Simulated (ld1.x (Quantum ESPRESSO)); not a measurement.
Input of ld1.x (Quantum ESPRESSO) 7.5:

```
&input
   title='Pb', zed=82., rel=1, dft='PBE', iswitch=3,
   config='[Xe] 4f14 5d10 6s1.75 6p2.25',
   nld=2, rlderiv=2.05, eminld=-3.0, emaxld=5.0, deld=0.02
 /
 &inputp
   pseudotype=1, tm=.true., lloc=0,
   nlcc=.true., rcore=0.85,
   file_pseudopw='Pb.pp', file_wfcaegen='ae.wfc', file_wfcncgen='nc.wfc'
 /
2
6P  2  1   2.25   0.00  1.90  1.90  0.0
6S  1  0   1.75   0.00  1.80  1.80  0.0
 &test
   configts(1)='6s1.75 6p2.25'
 /
```

Launched with:
```bash
ld1.x < Pb.in > Pb.out
```

Functional and relativity: PBE, scalar-relativistic.

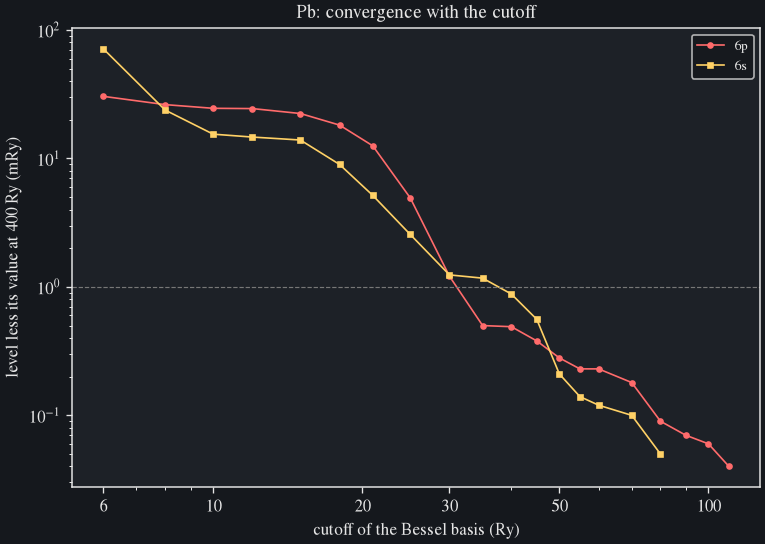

The pseudo-atom Hamiltonian at the reference potential is diagonalised in spherical Bessel functions (20 bohr box) up to the cutoff. Curves: distance of each valence level from its value at 400 Ry.

**From which cutoff is the occupation-weighted sum of levels good to 10 mRy, and to 1 mRy?**

30 Ry and 50 Ry, on the ladder of cutoffs that was run.

**At which cutoff does each level come within 1 mRy for good?**

6p: 35 Ry; 6s: 40 Ry.
